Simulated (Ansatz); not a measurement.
| atom | x (Å) | y (Å) | z (Å) |
| --- | --- | --- | --- |
| Ta | -0.4270 | -0.4279 | 0.1637 |
| Cl | 3.1816 | 0.1917 | 0.4203 |
| Cl | 0.0670 | 0.2608 | 2.3164 |
| Cl | 0.4491 | -0.2098 | -1.9655 |
| F | -1.2553 | 1.2430 | -0.0922 |
| Cl | -2.3230 | -1.6807 | 0.1289 |
| F | 0.7908 | -1.8857 | 0.4360 |
| H | 2.7424 | -1.0624 | 0.5451 |

Core potentials replace the inner electrons of Ta; not at a stationary point (largest force 1.1 eV/Å).

Theory: RKS B3LYP-D4/def2-SVP (Ansatz).

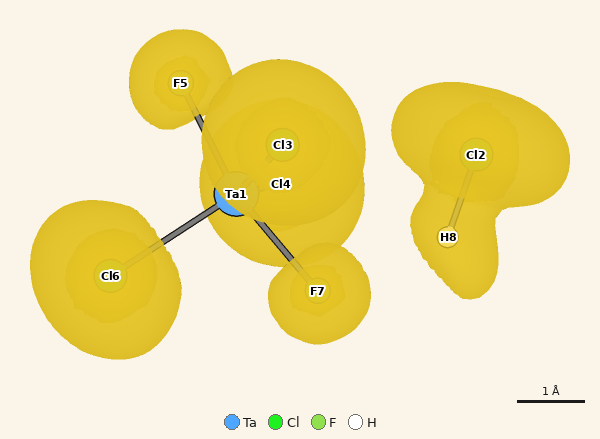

Cl₃F₂Ta···HCl. Isosurface of the electron localisation function at 0.75 (yellow), seen from one side. Only the valence region is drawn (cores and ρ < 0.01 e/Å³ removed).

Identify the bonds, lone pairs and shells in this picture.

The surface consists of three regions wrapped around Cl (the valence shell of each), two regions wrapped around F (the valence shell of each) and one joined region spread over several atoms (Cl, H), in which their bonds and any lone pairs are merged.

Values along the shortest contacts:
F7···H8 (2.12 Å): the ELF dips to about 0.05 between them. Ta–F (1.88 Å): the ELF peaks at about 0.85 in the valence shell of F, 0.5 Å from its nucleus, and drops to about 0.20 between the two atoms.
